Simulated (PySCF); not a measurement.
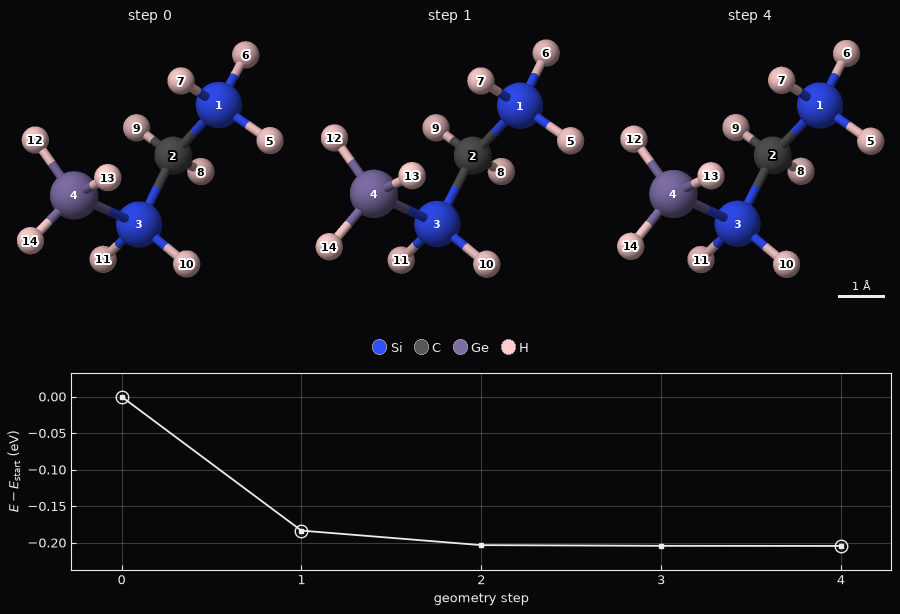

Frames of a relaxation of CH$_{10}$GeSi$_{2}$, marked on the history of the run. Style: ball-and-stick. Shown from a free direction.

The start comes from GFN2-xTB. Its atoms were then displaced at random by about 0.01 Å.

Level of theory: PySCF 2.14.0, density-fitted response routines, PBE0-D3(BJ)/def2-SVP geometry optimisation, gas phase. 

Q: Describe the path.

A: H14 moves most after the best rigid fit: 0.12 Å. By element the largest moves are H 0.12 Å, Ge 0.05 Å, Si 0.04 Å, C 0.01 Å. Among the contacts that change: Ge4–H14 1.453 → 1.540 Å, Si3–H10 1.454 → 1.497 Å, Si1–H7 1.463 → 1.496 Å, Ge4–H12 1.512 → 1.542 Å. Bond angles that change, for instance: H12–Ge4–H13 102.4° → 108.0°, Si3–Ge4–H14 116.2° → 110.8°, Si3–Ge4–H12 115.2° → 110.4°. The energy falls by 0.204 eV in 4 geometry steps. Cost: 43 s on 1 thread of Arm Neoverse V1, with other jobs on the host. From step 0 to 1: H14 moves most (0.14 Å), energy −0.183 eV. From step 1 to 4: H14 moves most (0.04 Å), energy −0.021 eV.
